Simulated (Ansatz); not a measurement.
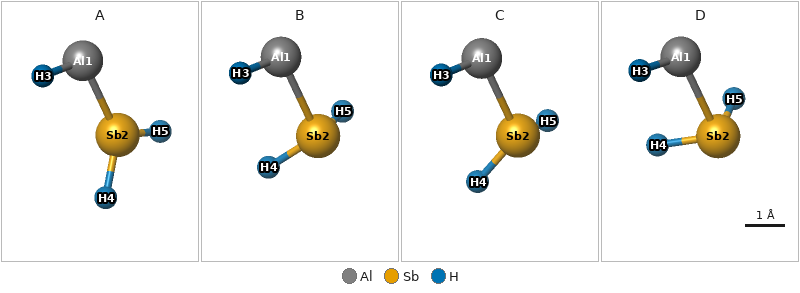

4 geometries from a converged minimum-energy path of AlSbH₃ (multiplicity 2), shuffled. Style: ball-and-stick. Shown from a free direction.

Level of theory: UKS PBE0/def2-SVP in Ansatz 0.2.0. Run with 9 movable images; climbing image; force threshold 0.05 eV/Å; iteration limit 60; starting path by image-dependent pair potential.

### Which of them lies highest in energy?

A. In order along the path, whose images run from 0 to 10: A (image 5, +18.4 kcal/mol), C (image 7, +8.8 kcal/mol), B (image 8, +3.4 kcal/mol), D (image 10, 0.0 kcal/mol). The motion is an umbrella inversion at Sb2. No bond forms or breaks between the ends. Bond angles that change up to the highest image, for instance: Al1–Sb2–H4 86.2° → 130.8°, Al1–Sb2–H5 92.0° → 125.3°.
